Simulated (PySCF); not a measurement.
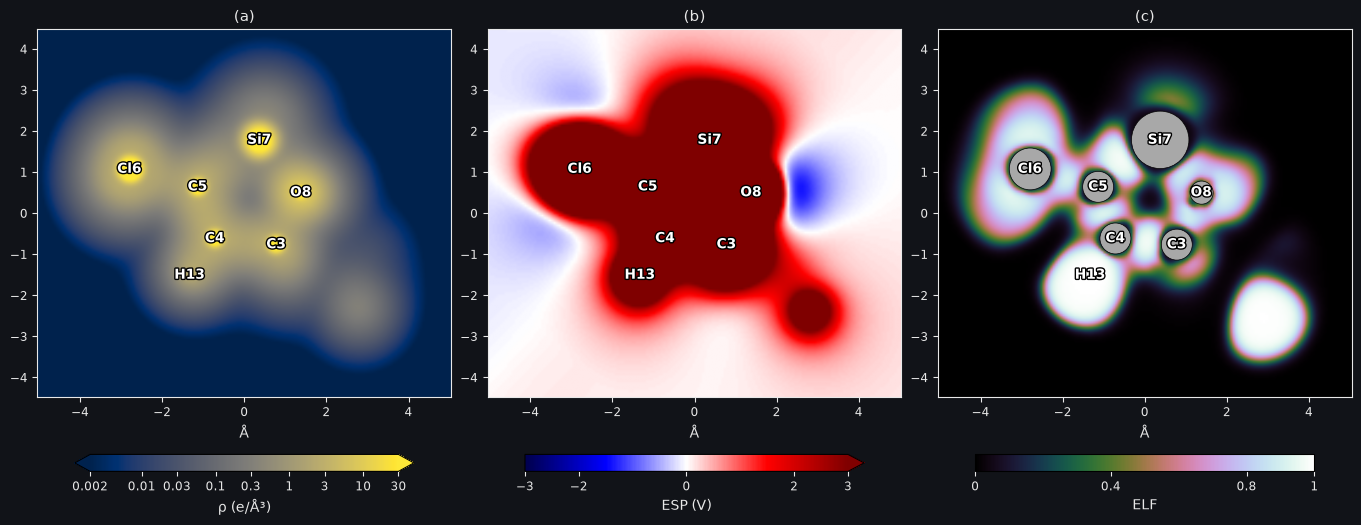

Figure. C$_{4}$H$_{7}$ClO$_{2}$Si. (a) electron density; (b) molecular electrostatic potential; (c) ELF on the plane of atoms C4, C5 and Si7. Grey discs cover the atomic cores in the ELF map.

Geometry: GFN2-xTB.

Level of theory: PySCF 2.14.0, wB97X-D/def2-SVPD, SCF density, gas phase.

```xyz
15

C     2.4165   -0.5492   -0.0085
O     1.3060   -0.0008   -0.6900
C     0.0869   -0.5492   -0.3162
C    -0.9839    0.0343   -1.1947
C    -1.8812    0.7658   -0.5460
Cl   -3.1894    1.5508   -1.3212
Si   -1.4499    0.7551    1.3003
O    -0.2078   -0.2756    1.0328
H     2.3269   -0.3935    1.0695
H     3.2912   -0.0271   -0.3891
H     2.5034   -1.6225   -0.2123
H     0.1236   -1.6525   -0.4083
H    -0.9252   -0.1450   -2.2545
H    -2.4227    0.0640    2.1332
H    -0.9988    2.0535    1.7833
```

Q: What do the fields say about this system?

A: The section cuts through C, Cl, Si, O and H sites. C–C (1.33 Å): the density is about 2.3 e/Å³ at the midpoint; the ELF peaks at about 0.90 between the atoms: a short, multiple covalent bond. C–O (1.41 Å): the density is about 2.1 e/Å³ at the midpoint, with its minimum of 1.8 e/Å³ about 0.5 Å from C; the ELF peaks at about 0.90 between the atoms, as expected for a shared but strongly polarised pair. Si–O (1.64 Å): ρ at the midpoint is about 1.2 e/Å³; the ELF peaks at about 0.90 between the atoms (a polar covalent bond). C–Cl (1.71 Å): ρ at the midpoint is about 1.5 e/Å³; the ELF peaks at about 0.90 between the atoms; a shared electron pair. C–Si (1.90 Å): ρ is about 0.92 e/Å³ halfway; the ELF peaks at about 0.95 between the atoms (a covalent bond). The ELF also peaks beside Cl6 and O8, away from the bonds: lone-pair regions. Outside the dense part of the molecule the potential is most negative (−1.4 V) near O8.
